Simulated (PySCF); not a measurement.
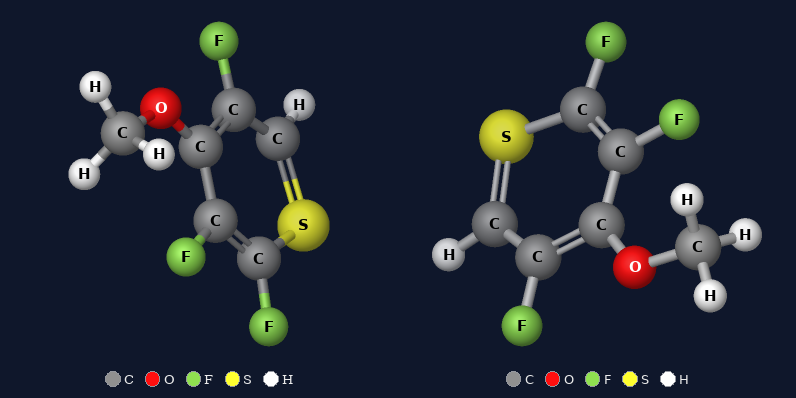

Two views of one molecule.

Charge +1, singlet. The computed structure is the end point of a GFN2-xTB optimisation. No frequency run is at hand to confirm it as a minimum.

Count the atoms of each element.

Answer. C₆H₄F₃OS⁺, 15 atoms: 6 carbon, 4 hydrogen, 3 fluorine, 1 oxygen and 1 sulfur.

Count the bonded pairs by element.

Answer. 4 C–C, 4 C–H, 3 C–F, 2 C–O, 2 C–S.

What is its SMILES?

Answer. COc1c(F)c[s+]c(F)c1F

Name functional groups in it.

Answer. Among them: ether, C–F bond.

What is the point group of this geometry?

Answer. Cs.

The parts below concern this one geometry. Atoms keep their numbers from picture to picture.

**Ring current**

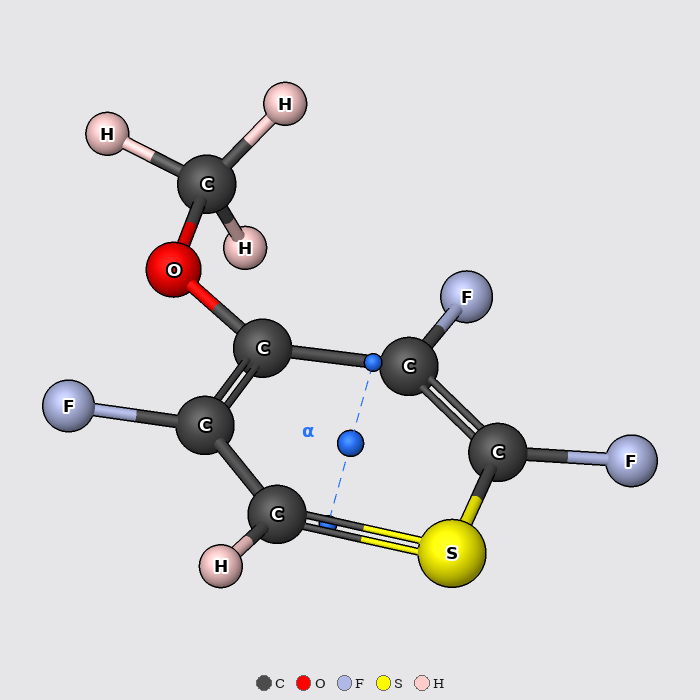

The small points mark where nucleus-independent chemical shifts (NICS) were computed: at the centre of each lettered ring and 1 Å above and below it. No frequency run is at hand to confirm it as a minimum. Properties computed with GIAO PBE0/pcSseg-1 NMR shielding, non-relativistic, gas phase (PySCF 2.14.0).

Give NICS(0), NICS(1) and the out-of-plane component NICS(1)zz for each ring (means of the two sides).

```tsv
ring	members	NICS(0)	NICS(1)	NICS(1)zz
α	C5S	−10.8	−9.3	−17.5
```

Values in ppm.

What do the values say about the ring currents?

Answer. Ring α: diatropic, as in an aromatic ring. NICS is one index among several.

**NMR shielding**

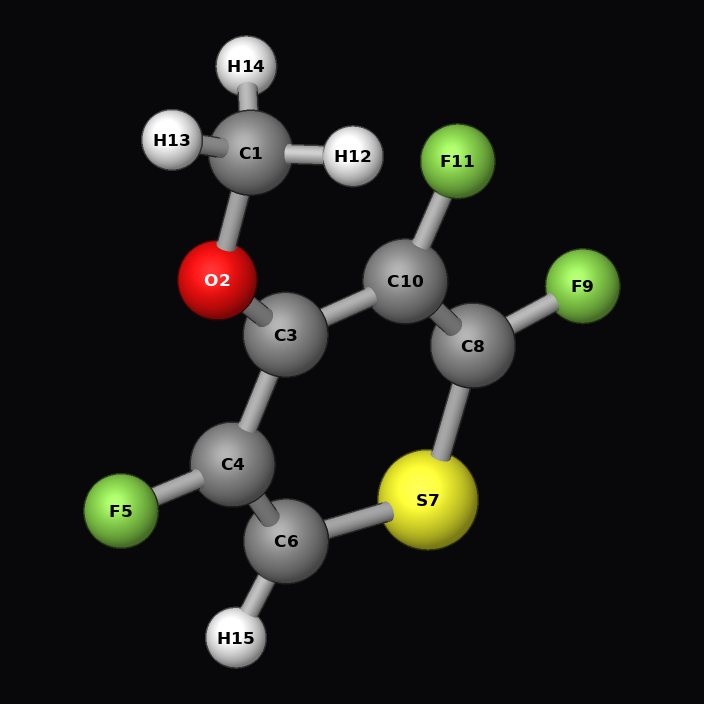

No frequency run is at hand to confirm it as a minimum. Properties computed with GIAO PBE0/pcSseg-1 NMR shielding, non-relativistic, gas phase (PySCF 2.14.0). Principal shieldings σ11 ≤ σ22 ≤ σ33, span Ω = σ33 − σ11, skew κ = 3(σiso − σ22)/Ω.

Give the shielding tensors of the S atoms.

```csv
atom,σ11,σ22,σ33,σiso,Ω,κ
S7,49.7,252.3,507.5,269.8,457.9,0.11
```

Shieldings and span in ppm.

**Electronic properties**

No frequency run is at hand to confirm it as a minimum. Level of theory: PBE0/pcSseg-1, gas phase (PySCF 2.14.0).

Predict the main results.

- HOMO energy (Kohn–Sham orbital): −12.80 eV
- LUMO energy (Kohn–Sham orbital): −7.86 eV
- HOMO–LUMO gap: 4.94 eV
